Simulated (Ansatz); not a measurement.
Input

```
crystal:
  periodic: [false, false, false]
  atoms:
    - symbol: F
      position_ang: [-1.757554, 0.572365, 0.469185]
    - symbol: N
      position_ang: [0.467430, 1.693085, -0.079885]
    - symbol: Si
      position_ang: [-1.148867, 2.117641, 0.391623]
    - symbol: Si
      position_ang: [1.669775, 2.962313, -0.339052]
    - symbol: Si
      position_ang: [0.945929, -0.007629, -0.311786]
    - symbol: H
      position_ang: [0.996042, 4.267228, -0.081371]
    - symbol: H
      position_ang: [2.817208, 2.793613, 0.596491]
    - symbol: H
      position_ang: [2.175388, 2.923562, -1.740179]
    - symbol: H
      position_ang: [2.386340, 0.021747, -0.703706]
    - symbol: H
      position_ang: [0.801471, -0.779393, 0.950700]
    - symbol: H
      position_ang: [0.158296, -0.639047, -1.403364]
basis:
  gaussian:
    orbitals: def2-TZVPD
hamiltonian:
  xc: {name: PBE0}
output: {forces: true, orbitals: {seedname: orbitals}}
```

Command:

```sh
ansatz run input.yaml --threads 2 --pin off --max-ram 4350MiB --events-out events.jsonl --progress --plain --runs-dir runs
```

Geometry: PBE0-D3(BJ)/pcseg-1.

Method: isolated molecule in a Gaussian basis; Kohn-Sham density functional theory, functional PBE0 in Ansatz.

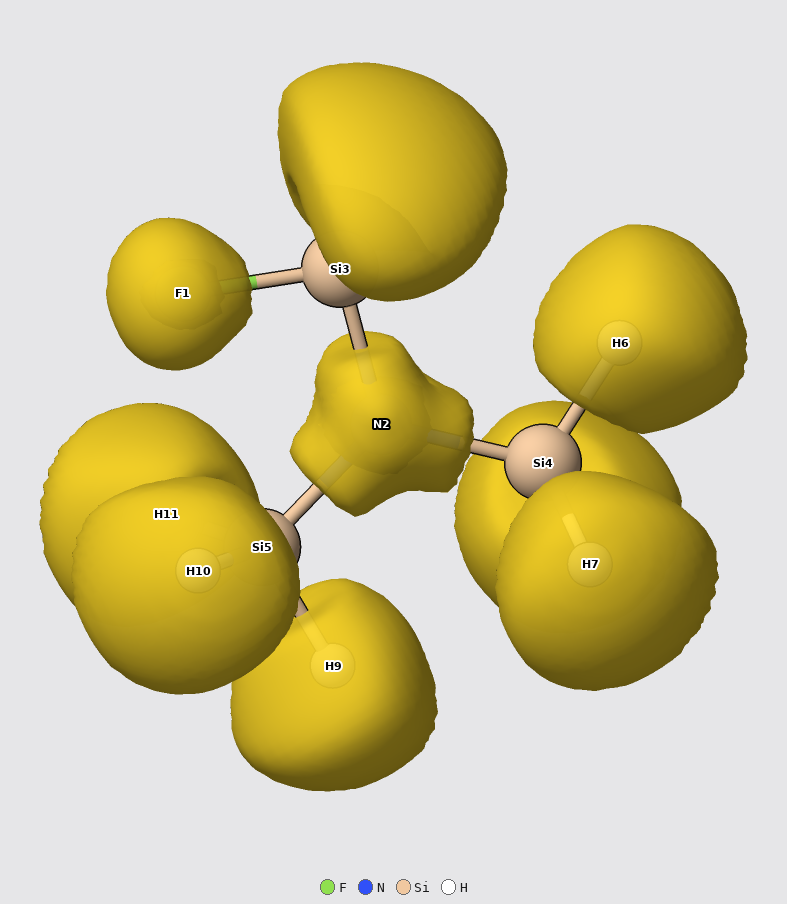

FH$_{6}$NSi$_{3}$ (SMILES F[Si-]=[N+]([SiH3])[SiH3]). Isosurface of the electron localisation function at 0.75 (yellow), seen at a tilt. Only the valence region is drawn (cores and ρ < 0.01 e/Å³ removed).

Question: Where are the electrons localised?

Answer: At this value the surface marks out six regions around hydrogen nuclei, one region on N in which the atom's valence shell and bonds are merged, one lobe on Si, pointing away from the bonds (lone pairs) and one region wrapped around F (its lone pairs, merged into a ring or cap). Profiles from the grid: Si–F (1.66 Å): the ELF peaks at about 0.85 in the valence shell of F, 0.5 Å from its nucleus, and is about 0.55 at the midpoint. Si–N (1.74 Å): the ELF peaks at about 0.90 between the atoms: a shared but strongly polarised pair.
